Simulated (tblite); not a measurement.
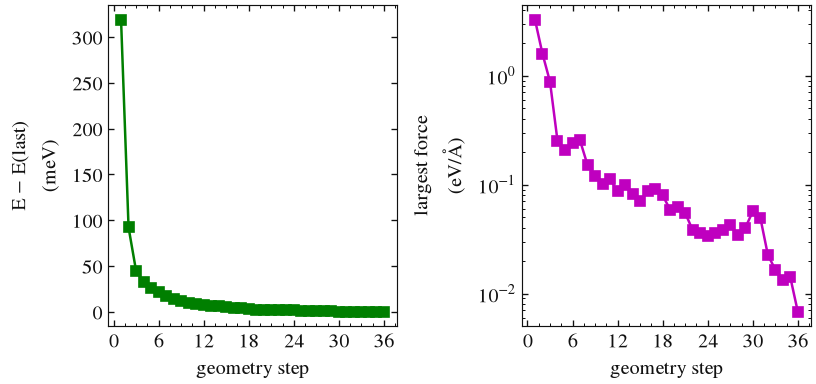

History of a geometry optimisation. The run: C5H7OPS (SMILES COc1pcc(C)s1), by tblite, GFN2-xTB geometry optimisation, gas phase.

The optimisation met its thresholds at geometry 36, counting the start as the first. The energy fell by about 320 meV from the first step to the last. The largest force goes from about 3.3 eV/Å at the start to 7 × 10⁻³ eV/Å at the end.
